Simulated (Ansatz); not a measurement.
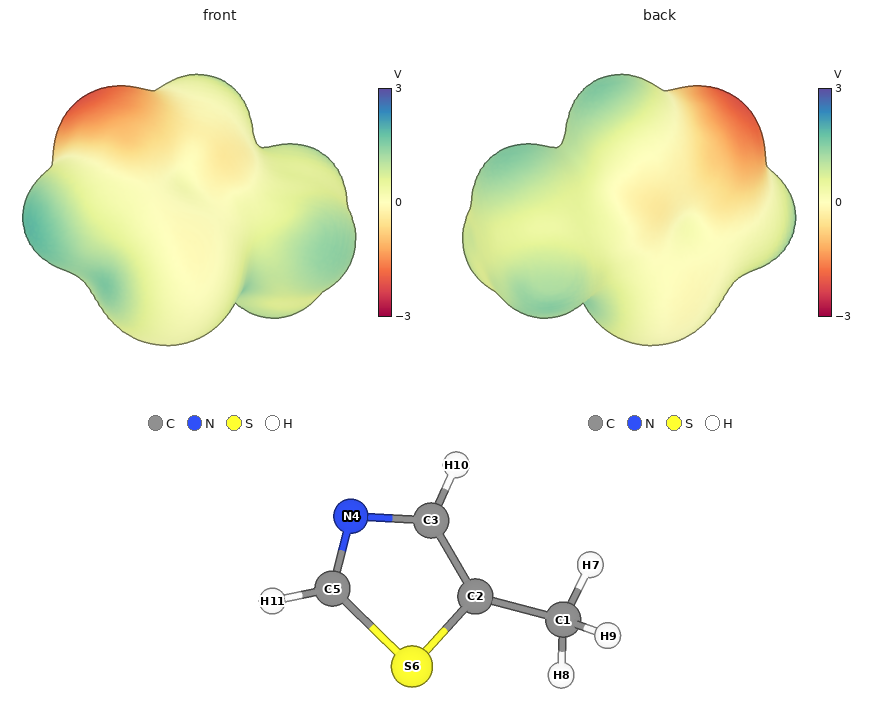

Figure. C4H5NS (SMILES Cc1cncs1). The molecular electrostatic potential painted on the density surface at 0.004 e/bohr³, seen from the front and from behind; red is negative and blue positive. The bare structure is drawn below in the same view.

Geometry: PBE0-D4/def2-TZVP.

These are results of RKS PBE0-D4/def2-TZVPP (Ansatz), not measurements.

```yaml
atoms:
  - { symbol: C, position_ang: [-0.1624, -0.4015, 1.7179] }
  - { symbol: C, position_ang: [-0.1051, -0.0394, 0.2766] }
  - { symbol: C, position_ang: [0.9446, -0.1493, -0.5859] }
  - { symbol: N, position_ang: [0.7300, 0.2590, -1.8694] }
  - { symbol: C, position_ang: [-0.4834, 0.6858, -2.0082] }
  - { symbol: S, position_ang: [-1.4396, 0.6172, -0.5821] }
  - { symbol: H, position_ang: [0.8043, -0.7975, 2.0330] }
  - { symbol: H, position_ang: [-0.9195, -1.1645, 1.9153] }
  - { symbol: H, position_ang: [-0.3928, 0.4634, 2.3452] }
  - { symbol: H, position_ang: [1.9169, -0.5359, -0.3064] }
  - { symbol: H, position_ang: [-0.8930, 1.0627, -2.9360] }
```

### Which sites attract a positive test charge, and which a negative one?

A positive charge is drawn to the negative regions and a negative charge to the positive ones. The most negative region (about −2.1 V) lies over N4, the most positive (about +1.8 V) over H11. N4 is the likeliest acceptor of a hydrogen bond.
